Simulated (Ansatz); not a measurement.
# InSn2: the cost of one run

The runs use Ansatz 0.2.0, Gaussian basis; the settings change from run to run.

## 1. The relaxed structure

The structure was relaxed beforehand with PBE-D4/def2-SVP. In, Sn take a core potential in def2 sets; no spin-orbit term is included.

3 atoms, charge 0, spin multiplicity 2.

Atoms are counted from 1 here; the program's logs count them from 0.

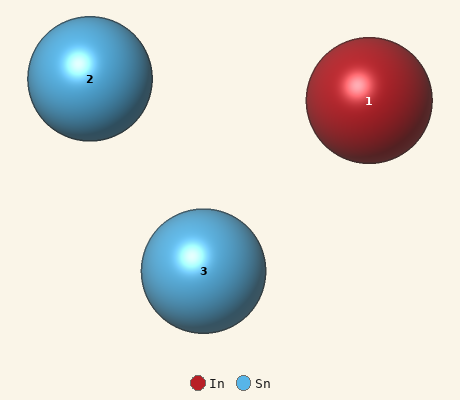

The structure; indium red, tin blue; atoms are numbered from 1 in the order of the file.

Coordinates:

```xyz
3

In    1.3488   -1.3507    0.0081
Sn    0.0680    1.8193   -0.0489
Sn   -1.4168   -0.4686    0.0408
```

## 2. CAM-B3LYP/def2-TZVP

Set apart from the defaults: atoms shaken by 0.15 Å, density fitting with def2-universal-jkfit, D4 dispersion.

Contents of in.yaml:

```yaml
crystal:
  periodic: [false, false, false]
  atoms:
    - {symbol: In, position_ang: [1.469269, -1.370769, 0.069149]}
    - {symbol: Sn, position_ang: [0.098191, 1.758794, 0.061084]}
    - {symbol: Sn, position_ang: [-1.498538, -0.557897, 0.277686]}
basis:
  gaussian: {orbitals: def2-TZVP, fitting: {mean_field: def2-universal-jkfit}}
magnetization: {spin_polarized: true, initial_magnetization: 1}
hamiltonian: {xc: {name: CAM-B3LYP}, dispersion: d4}
scf: {omitted_lower_state_checks: [starts]}
output: {forces: true}
```

Started as:

```console
ansatz run in.yaml --threads 4 --pin off --events-out ev --progress --plain --max-ram 3916MiB
```

Q: Estimate wall time and peak memory on 4 threads of Arm Neoverse N1, shared host.

About 52 s, with a peak of 0.66 GiB.
